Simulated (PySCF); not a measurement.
# Al⁺: excitation energies in aug-cc-pV(Q+d)Z, part 1 of 3

Wanted: the excitation energy of aluminium, up a ladder of methods.

Method: unrestricted determinants in a Gaussian basis, no spin-orbit coupling in the energies. Code: PySCF 2.14.0.

## 1. The system

| Item | Value |
| --- | --- |
| Element | aluminium (Z = 13) |
| Basis | aug-cc-pV(Q+d)Z (7s6p5d3f2g, 89 functions) |
| Hamiltonian | the non-relativistic Hamiltonian (point nucleus) |
| State 1 | Al⁺: [Ne] 3d2, high-spin 3F determinant (an excited configuration) |
| State 2 | Al⁺: [Ne] 3s1 3p1, high-spin 3P determinant (an excited configuration) |
| State 3 | Al⁺: [Ne] 3s1 3p1, 3s spin antiparallel (an excited configuration) |
| Needed too, but not shown | Al⁺ [Ne] 3s2 (1S) |
| Methods | UHF, LDA, PBE, PBE0, r2SCAN, BLYP, revPBE, B97-3, TPSS, MP2 |
| Core shells frozen in the correlated runs | valence: [Ne] (for Al⁺) |

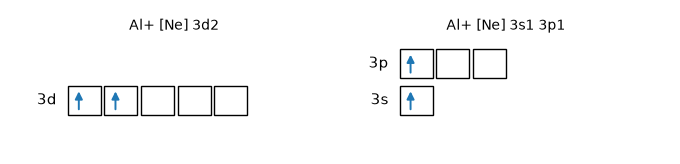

Outer shells as boxes.

The runs were made by one driver on top of PySCF. The scripts below sum up each run's settings (the driver also hands on starting orbitals that pick excited configurations, and frozen orbitals as a list rather than a count), and the logs come from the driver's own runs. The driver starts from symmetry-adapted Hartree-Fock orbitals, holds the occupation by maximum overlap and uses a logarithmic radial grid for functionals, so a plain start would take other cycles.

The integrals over 89 functions and the set-up took 0.95 s of CPU time.

## 2. Al⁺ [Ne] 3d2, method by method

Level: UHF.

input.py reads:

```python
from pyscf import gto, scf, dft, mp, cc
import basis_set_exchange as bse
mol = gto.M(atom="Al 0 0 0", charge=1, spin=2, symmetry="D2h",
            basis=gto.basis.parse(bse.get_basis("aug-cc-pV(Q+d)Z", elements=["Al"], fmt="nwchem")))
mf = scf.UHF(mol)
mf.irrep_nelec = {'Ag': (3, 2), 'B1g': (1, 0), 'B1u': (1, 1), 'B2u': (1, 1), 'B3u': (1, 1)}
mf.kernel()
```

Standard output:

```text
damping factor = 0
level_shift factor = 0
DIIS = <class 'pyscf.scf.diis.CDIIS'>
diis_start_cycle = 1
diis_space = 10
diis_damp = 0
SCF conv_tol = 1e-09
SCF conv_tol_grad = None
number electrons alpha = 7  beta = 5
cycle= 1 E= -240.794863604787  delta_E= -0.000344  |g|= 0.00409  |ddm|= 0.0156
cycle= 2 E= -240.794887816741  delta_E= -2.42e-05  |g|= 0.00109  |ddm|= 0.0046
cycle= 3 E= -240.794889817276  delta_E= -2e-06  |g|= 4.05e-05  |ddm|= 0.00183
cycle= 4 E= -240.794889821111  delta_E= -3.83e-09  |g|= 6.28e-06  |ddm|= 0.000139
cycle= 5 E= -240.794889821318  delta_E= -2.07e-10  |g|= 5.43e-07  |ddm|= 4.63e-05
converged SCF energy = -240.794889821318  <S^2> = 2.0000232  2S+1 = 3.0000155
```

CPU time 7.8 s on a shared host, the integrals not counted.

Orbital energies by shell (radii are means over both spins):

```
shell  electrons  mean orbital energy (eV)  spread (eV)  rms radius (bohr)
 1s β          1                   -1610.8            0              0.139
 1s α          1                   -1610.8            0              0.139
 2s α          1                   -150.91            0              0.677
 2s β          1                   -150.88            0              0.677
 2p α          3                   -105.24            0              0.670
 2p β          3                   -105.20            0              0.670
 3d α          2                    -7.956            0               4.23
```

⟨S²⟩ = 2.000, ⟨L²⟩ = 12.01.

Spin-orbit constants on these orbitals (cm⁻¹; bare nucleus, screened nucleus, mean field): 3d 4.630, 1.068, 0.7963. To first order in LS coupling the lowest level has J = 2 and lies 0.000197 eV below the centre of the term.

Level: LDA.

Changes to input.py:

```diff
@@ -4,3 +4,3 @@
             basis=gto.basis.parse(bse.get_basis("aug-cc-pV(Q+d)Z", elements=["Al"], fmt="nwchem")))
-mf = scf.UHF(mol)
+mf = dft.UKS(mol, xc="LDA,VWN")
 mf.irrep_nelec = {'Ag': (3, 2), 'B1g': (1, 0), 'B1u': (1, 1), 'B2u': (1, 1), 'B3u': (1, 1)}
```

Standard output:

```text
damping factor = 0
level_shift factor = 0
DIIS = <class 'pyscf.scf.diis.CDIIS'>
diis_start_cycle = 1
diis_space = 10
diis_damp = 0
SCF conv_tol = 1e-09
SCF conv_tol_grad = None
number electrons alpha = 7  beta = 5
XC functionals = LDA,VWN
    P. A. M. Dirac.,  Math. Proc. Cambridge Philos. Soc. 26, 376 (1930)
    F. Bloch.,  Z. Phys. 57, 545 (1929)
    S. H. Vosko, L. Wilk, and M. Nusair.,  Can. J. Phys. 58, 1200 (1980)
cycle= 1 E= -240.205631558826  delta_E= -0.0107  |g|= 0.0362  |ddm|= 23.5
cycle= 2 E= -240.205914996366  delta_E= -0.000283  |g|= 0.0105  |ddm|= 0.222
cycle= 3 E= -240.2059359678  delta_E= -2.1e-05  |g|= 0.000191  |ddm|= 0.128
cycle= 4 E= -240.205936019813  delta_E= -5.2e-08  |g|= 4.05e-05  |ddm|= 0.0038
cycle= 5 E= -240.205936021864  delta_E= -2.05e-09  |g|= 2.08e-06  |ddm|= 0.00193
cycle= 6 E= -240.205936021937  delta_E= -7.27e-11  |g|= 1.2e-06  |ddm|= 9.92e-05
converged SCF energy = -240.205936021937  <S^2> = 2.0000233  2S+1 = 3.0000156
```

CPU time 1.7 s on a shared host, the integrals not counted.

Level: PBE.

Changes to input.py:

```diff
@@ -4,3 +4,3 @@
             basis=gto.basis.parse(bse.get_basis("aug-cc-pV(Q+d)Z", elements=["Al"], fmt="nwchem")))
-mf = dft.UKS(mol, xc="LDA,VWN")
+mf = dft.UKS(mol, xc="PBE")
 mf.irrep_nelec = {'Ag': (3, 2), 'B1g': (1, 0), 'B1u': (1, 1), 'B2u': (1, 1), 'B3u': (1, 1)}
```

Standard output:

```text
damping factor = 0
level_shift factor = 0
DIIS = <class 'pyscf.scf.diis.CDIIS'>
diis_start_cycle = 1
diis_space = 10
diis_damp = 0
SCF conv_tol = 1e-09
SCF conv_tol_grad = None
number electrons alpha = 7  beta = 5
XC functionals = PBE
    J. P. Perdew, K. Burke, and M. Ernzerhof.,  Phys. Rev. Lett. 77, 3865 (1996)
    J. P. Perdew, K. Burke, and M. Ernzerhof.,  Phys. Rev. Lett. 78, 1396 (1997)
    J. P. Perdew, K. Burke, and M. Ernzerhof.,  Phys. Rev. Lett. 77, 3865 (1996)
    J. P. Perdew, K. Burke, and M. Ernzerhof.,  Phys. Rev. Lett. 78, 1396 (1997)
cycle= 1 E= -241.143079870937  delta_E= -0.00883  |g|= 0.0278  |ddm|= 15.4
cycle= 2 E= -241.143304384093  delta_E= -0.000225  |g|= 0.00772  |ddm|= 0.228
cycle= 3 E= -241.143316993621  delta_E= -1.26e-05  |g|= 0.000272  |ddm|= 0.0501
cycle= 4 E= -241.143317077407  delta_E= -8.38e-08  |g|= 5.1e-05  |ddm|= 0.00138
cycle= 5 E= -241.143317081186  delta_E= -3.78e-09  |g|= 3.96e-06  |ddm|= 0.001
cycle= 6 E= -241.143317081271  delta_E= -8.46e-11  |g|= 1.59e-06  |ddm|= 0.00011
converged SCF energy = -241.143317081271  <S^2> = 2.0000088  2S+1 = 3.0000058
```

CPU time 2.3 s on a shared host, the integrals not counted.

Level: PBE0.

Changes to input.py:

```diff
@@ -4,3 +4,3 @@
             basis=gto.basis.parse(bse.get_basis("aug-cc-pV(Q+d)Z", elements=["Al"], fmt="nwchem")))
-mf = dft.UKS(mol, xc="PBE")
+mf = dft.UKS(mol, xc="PBE0")
 mf.irrep_nelec = {'Ag': (3, 2), 'B1g': (1, 0), 'B1u': (1, 1), 'B2u': (1, 1), 'B3u': (1, 1)}
```

Standard output:

```text
damping factor = 0
level_shift factor = 0
DIIS = <class 'pyscf.scf.diis.CDIIS'>
diis_start_cycle = 1
diis_space = 10
diis_damp = 0
SCF conv_tol = 1e-09
SCF conv_tol_grad = None
number electrons alpha = 7  beta = 5
XC functionals = PBE0
    C. Adamo and V. Barone.,  J. Chem. Phys. 110, 6158 (1999)
    M. Ernzerhof and G. E. Scuseria.,  J. Chem. Phys. 110, 5029 (1999)
cycle= 1 E= -241.153753170879  delta_E= -0.00509  |g|= 0.0141  |ddm|= 8.06
cycle= 2 E= -241.153832468601  delta_E= -7.93e-05  |g|= 0.00317  |ddm|= 0.257
cycle= 3 E= -241.153835562333  delta_E= -3.09e-06  |g|= 0.000338  |ddm|= 0.0237
cycle= 4 E= -241.153835713575  delta_E= -1.51e-07  |g|= 1.52e-05  |ddm|= 0.00114
cycle= 5 E= -241.15383571601  delta_E= -2.43e-09  |g|= 8.94e-06  |ddm|= 0.000249
cycle= 6 E= -241.153835718171  delta_E= -2.16e-09  |g|= 6.46e-06  |ddm|= 0.000299
cycle= 7 E= -241.153835720646  delta_E= -2.48e-09  |g|= 4.91e-07  |ddm|= 0.000761
cycle= 8 E= -241.153835720659  delta_E= -1.25e-11  |g|= 7.07e-08  |ddm|= 5.33e-05
converged SCF energy = -241.153835720659  <S^2> = 2.0000109  2S+1 = 3.0000073
```

CPU time 3.5 s on a shared host, the integrals not counted.

Level: r2SCAN.

Changes to input.py:

```diff
@@ -4,3 +4,3 @@
             basis=gto.basis.parse(bse.get_basis("aug-cc-pV(Q+d)Z", elements=["Al"], fmt="nwchem")))
-mf = dft.UKS(mol, xc="PBE0")
+mf = dft.UKS(mol, xc="R2SCAN")
 mf.irrep_nelec = {'Ag': (3, 2), 'B1g': (1, 0), 'B1u': (1, 1), 'B2u': (1, 1), 'B3u': (1, 1)}
```

Standard output:

```text
damping factor = 0
level_shift factor = 0
DIIS = <class 'pyscf.scf.diis.CDIIS'>
diis_start_cycle = 1
diis_space = 10
diis_damp = 0
SCF conv_tol = 1e-09
SCF conv_tol_grad = None
number electrons alpha = 7  beta = 5
XC functionals = R2SCAN
    J. W. Furness, A. D. Kaplan, J. Ning, J. P. Perdew, and J. Sun.,  J. Phys. Chem. Lett. 11, 8208-8215 (2020)
    J. W. Furness, A. D. Kaplan, J. Ning, J. P. Perdew, and J. Sun.,  J. Phys. Chem. Lett. 11, 9248-9248 (2020)
    J. W. Furness, A. D. Kaplan, J. Ning, J. P. Perdew, and J. Sun.,  J. Phys. Chem. Lett. 11, 8208-8215 (2020)
    J. W. Furness, A. D. Kaplan, J. Ning, J. P. Perdew, and J. Sun.,  J. Phys. Chem. Lett. 11, 9248-9248 (2020)
cycle= 1 E= -241.243127761995  delta_E= -0.00592  |g|= 0.0126  |ddm|= 7.07
cycle= 2 E= -241.243191416276  delta_E= -6.37e-05  |g|= 0.00264  |ddm|= 0.423
cycle= 3 E= -241.243193096847  delta_E= -1.68e-06  |g|= 0.00025  |ddm|= 0.0515
cycle= 4 E= -241.24319314708  delta_E= -5.02e-08  |g|= 1.96e-05  |ddm|= 0.00191
cycle= 5 E= -241.243193147436  delta_E= -3.56e-10  |g|= 1.85e-06  |ddm|= 0.000198
converged SCF energy = -241.243193147436  <S^2> = 2.0000204  2S+1 = 3.0000136
```

CPU time 5.2 s on a shared host, the integrals not counted.

Level: BLYP.

Changes to input.py:

```diff
@@ -4,3 +4,3 @@
             basis=gto.basis.parse(bse.get_basis("aug-cc-pV(Q+d)Z", elements=["Al"], fmt="nwchem")))
-mf = dft.UKS(mol, xc="R2SCAN")
+mf = dft.UKS(mol, xc="BLYP")
 mf.irrep_nelec = {'Ag': (3, 2), 'B1g': (1, 0), 'B1u': (1, 1), 'B2u': (1, 1), 'B3u': (1, 1)}
```

Standard output:

```text
damping factor = 0
level_shift factor = 0
DIIS = <class 'pyscf.scf.diis.CDIIS'>
diis_start_cycle = 1
diis_space = 10
diis_damp = 0
SCF conv_tol = 1e-09
SCF conv_tol_grad = None
number electrons alpha = 7  beta = 5
XC functionals = BLYP
    A. D. Becke.,  Phys. Rev. A 38, 3098 (1988)
    C. Lee, W. Yang, and R. G. Parr.,  Phys. Rev. B 37, 785 (1988)
    B. Miehlich, A. Savin, H. Stoll, and H. Preuss.,  Chem. Phys. Lett. 157, 200 (1989)
cycle= 1 E= -241.288242245566  delta_E= -0.0114  |g|= 0.0305  |ddm|= 22.5
cycle= 2 E= -241.288555259596  delta_E= -0.000313  |g|= 0.00866  |ddm|= 0.455
cycle= 3 E= -241.288574247447  delta_E= -1.9e-05  |g|= 0.000304  |ddm|= 0.0886
cycle= 4 E= -241.28857443862  delta_E= -1.91e-07  |g|= 7.4e-05  |ddm|= 0.00319
cycle= 5 E= -241.288574466055  delta_E= -2.74e-08  |g|= 2.87e-05  |ddm|= 0.00193
cycle= 6 E= -241.288574476633  delta_E= -1.06e-08  |g|= 1.17e-05  |ddm|= 0.00113
cycle= 7 E= -241.288574478878  delta_E= -2.25e-09  |g|= 2.93e-07  |ddm|= 0.000759
cycle= 8 E= -241.288574478879  delta_E= -8.53e-13  |g|= 7.75e-09  |ddm|= 1.33e-05
converged SCF energy = -241.288574478879  <S^2> = 2.0000097  2S+1 = 3.0000065
```

CPU time 3 s on a shared host, the integrals not counted.

Level: revPBE.

Changes to input.py:

```diff
@@ -4,3 +4,3 @@
             basis=gto.basis.parse(bse.get_basis("aug-cc-pV(Q+d)Z", elements=["Al"], fmt="nwchem")))
-mf = dft.UKS(mol, xc="BLYP")
+mf = dft.UKS(mol, xc="PBE_R,PBE")
 mf.irrep_nelec = {'Ag': (3, 2), 'B1g': (1, 0), 'B1u': (1, 1), 'B2u': (1, 1), 'B3u': (1, 1)}
```

Standard output:

```text
damping factor = 0
level_shift factor = 0
DIIS = <class 'pyscf.scf.diis.CDIIS'>
diis_start_cycle = 1
diis_space = 10
diis_damp = 0
SCF conv_tol = 1e-09
SCF conv_tol_grad = None
number electrons alpha = 7  beta = 5
XC functionals = PBE_R,PBE
    Y. Zhang and W. Yang.,  Phys. Rev. Lett. 80, 890 (1998)
    J. P. Perdew, K. Burke, and M. Ernzerhof.,  Phys. Rev. Lett. 77, 3865 (1996)
    J. P. Perdew, K. Burke, and M. Ernzerhof.,  Phys. Rev. Lett. 78, 1396 (1997)
cycle= 1 E= -241.239685371386  delta_E= -0.00834  |g|= 0.0261  |ddm|= 11.8
cycle= 2 E= -241.239908077595  delta_E= -0.000223  |g|= 0.00719  |ddm|= 0.132
cycle= 3 E= -241.239919571527  delta_E= -1.15e-05  |g|= 0.000408  |ddm|= 0.0467
cycle= 4 E= -241.239919765706  delta_E= -1.94e-07  |g|= 5.43e-05  |ddm|= 0.00147
cycle= 5 E= -241.239919769968  delta_E= -4.26e-09  |g|= 4.15e-06  |ddm|= 0.000916
cycle= 6 E= -241.239919769988  delta_E= -2.02e-11  |g|= 3.04e-07  |ddm|= 6.67e-05
converged SCF energy = -241.239919769988  <S^2> = 2.0000047  2S+1 = 3.0000031
```

It used 2.3 s of CPU time after the integrals (shared host).

Level: B97-3.

Changes to input.py:

```diff
@@ -4,3 +4,3 @@
             basis=gto.basis.parse(bse.get_basis("aug-cc-pV(Q+d)Z", elements=["Al"], fmt="nwchem")))
-mf = dft.UKS(mol, xc="PBE_R,PBE")
+mf = dft.UKS(mol, xc="HYB_GGA_XC_B97_3")
 mf.irrep_nelec = {'Ag': (3, 2), 'B1g': (1, 0), 'B1u': (1, 1), 'B2u': (1, 1), 'B3u': (1, 1)}
```

Standard output:

```text
damping factor = 0
level_shift factor = 0
DIIS = <class 'pyscf.scf.diis.CDIIS'>
diis_start_cycle = 1
diis_space = 10
diis_damp = 0
SCF conv_tol = 1e-09
SCF conv_tol_grad = None
number electrons alpha = 7  beta = 5
XC functionals = HYB_GGA_XC_B97_3
    T. W. Keal and D. J. Tozer.,  J. Chem. Phys. 123, 121103 (2005)
cycle= 1 E= -241.241593070659  delta_E= -0.00503  |g|= 0.0113  |ddm|= 8.45
cycle= 2 E= -241.241677505617  delta_E= -8.44e-05  |g|= 0.00223  |ddm|= 0.26
cycle= 3 E= -241.241680458095  delta_E= -2.95e-06  |g|= 0.000879  |ddm|= 0.0267
cycle= 4 E= -241.241680648452  delta_E= -1.9e-07  |g|= 0.000569  |ddm|= 0.00185
cycle= 5 E= -241.24168075907  delta_E= -1.11e-07  |g|= 0.000564  |ddm|= 0.00153
cycle= 6 E= -241.241680770196  delta_E= -1.11e-08  |g|= 0.000534  |ddm|= 9.93e-05
cycle= 7 E= -241.241680763164  delta_E= 7.03e-09  |g|= 0.000632  |ddm|= 0.000342
cycle= 8 E= -241.241680762575  delta_E= 5.9e-10  |g|= 0.00048  |ddm|= 0.00139
cycle= 9 E= -241.241680765315  delta_E= -2.74e-09  |g|= 0.000527  |ddm|= 0.000791
cycle= 10 E= -241.241680751767  delta_E= 1.35e-08  |g|= 0.000439  |ddm|= 0.00577
[... 100 lines left out ...]
cycle= 47 E= -241.317381567085  delta_E= 0.00179  |g|= 0.178  |ddm|= 0.79
cycle= 48 E= -241.319043486428  delta_E= -0.00166  |g|= 0.178  |ddm|= 0.757
cycle= 49 E= -241.318006879212  delta_E= 0.00104  |g|= 0.179  |ddm|= 0.711
cycle= 50 E= -241.320465744323  delta_E= -0.00246  |g|= 0.179  |ddm|= 0.72
cycle= 51 E= -241.316905490909  delta_E= 0.00356  |g|= 0.177  |ddm|= 0.752
cycle= 52 E= -241.321029555323  delta_E= -0.00412  |g|= 0.181  |ddm|= 0.712
cycle= 53 E= -241.317426834884  delta_E= 0.0036  |g|= 0.178  |ddm|= 0.742
cycle= 54 E= -241.321115658101  delta_E= -0.00369  |g|= 0.18  |ddm|= 0.743
cycle= 55 E= -241.319276569411  delta_E= 0.00184  |g|= 0.179  |ddm|= 0.736
cycle= 56 E= -241.321038415289  delta_E= -0.00176  |g|= 0.18  |ddm|= 0.735
[... the stored log ends here ...]
```

CPU time 70 s on a shared host, the integrals not counted.

This run did not converge, so its energy enters no difference.

Level: TPSS.

Changes to input.py:

```diff
@@ -4,3 +4,3 @@
             basis=gto.basis.parse(bse.get_basis("aug-cc-pV(Q+d)Z", elements=["Al"], fmt="nwchem")))
-mf = dft.UKS(mol, xc="HYB_GGA_XC_B97_3")
+mf = dft.UKS(mol, xc="TPSS")
 mf.irrep_nelec = {'Ag': (3, 2), 'B1g': (1, 0), 'B1u': (1, 1), 'B2u': (1, 1), 'B3u': (1, 1)}
```

Standard output:

```text
damping factor = 0
level_shift factor = 0
DIIS = <class 'pyscf.scf.diis.CDIIS'>
diis_start_cycle = 1
diis_space = 10
diis_damp = 0
SCF conv_tol = 1e-09
SCF conv_tol_grad = None
number electrons alpha = 7  beta = 5
XC functionals = TPSS
    J. Tao, J. P. Perdew, V. N. Staroverov, and G. E. Scuseria.,  Phys. Rev. Lett. 91, 146401 (2003)
    J. P. Perdew, J. Tao, V. N. Staroverov, and G. E. Scuseria.,  J. Chem. Phys. 120, 6898 (2004)
    J. Tao, J. P. Perdew, V. N. Staroverov, and G. E. Scuseria.,  Phys. Rev. Lett. 91, 146401 (2003)
    J. P. Perdew, J. Tao, V. N. Staroverov, and G. E. Scuseria.,  J. Chem. Phys. 120, 6898 (2004)
cycle= 1 E= -241.298485835106  delta_E= -0.00694  |g|= 0.0198  |ddm|= 11.3
cycle= 2 E= -241.298640190697  delta_E= -0.000154  |g|= 0.00514  |ddm|= 0.0863
cycle= 3 E= -241.298646723534  delta_E= -6.53e-06  |g|= 0.000413  |ddm|= 0.0606
cycle= 4 E= -241.298646964946  delta_E= -2.41e-07  |g|= 5.72e-05  |ddm|= 0.00201
cycle= 5 E= -241.298646980965  delta_E= -1.6e-08  |g|= 2.6e-05  |ddm|= 0.00099
cycle= 6 E= -241.298646991017  delta_E= -1.01e-08  |g|= 1.17e-05  |ddm|= 0.000997
cycle= 7 E= -241.298646993575  delta_E= -2.56e-09  |g|= 2.82e-07  |ddm|= 0.000808
cycle= 8 E= -241.298646993575  delta_E= -3.13e-13  |g|= 1.26e-08  |ddm|= 1.2e-05
converged SCF energy = -241.298646993575  <S^2> = 2.0000045  2S+1 = 3.000003
```

It used 8.2 s of CPU time after the integrals (shared host).

## 3. Al⁺ [Ne] 3d2, continued

Level: MP2 (valence).

Edit input.py of step 2 so:

```diff
@@ -4,4 +4,5 @@
             basis=gto.basis.parse(bse.get_basis("aug-cc-pV(Q+d)Z", elements=["Al"], fmt="nwchem")))
-mf = dft.UKS(mol, xc="TPSS")
+mf = scf.UHF(mol)
 mf.irrep_nelec = {'Ag': (3, 2), 'B1g': (1, 0), 'B1u': (1, 1), 'B2u': (1, 1), 'B3u': (1, 1)}
 mf.kernel()
+mp.UMP2(mf, frozen=5).kernel()
```

This step left no log, only its results.

It used 0.18 s of CPU time after the integrals (shared host).

With 2 electrons correlated, the MP2 correlation energy is -0.00662 hartree (-0.00662 same spin, 0.00000 opposite spin); the SCS form gives -0.00221. Largest pairs of shells: 3d-3d -0.0066.

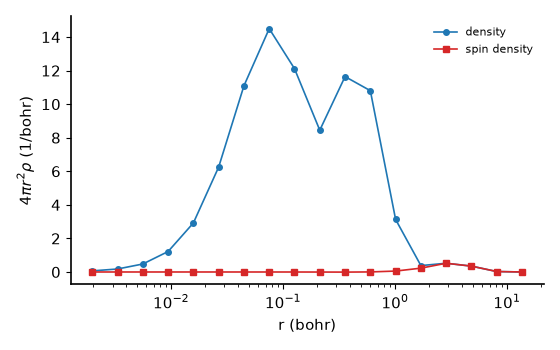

Radial density 4πr²ρ of Al⁺ at UHF, at 18 stored radii joined by straight lines.

(Continued in part 2 of 3.)
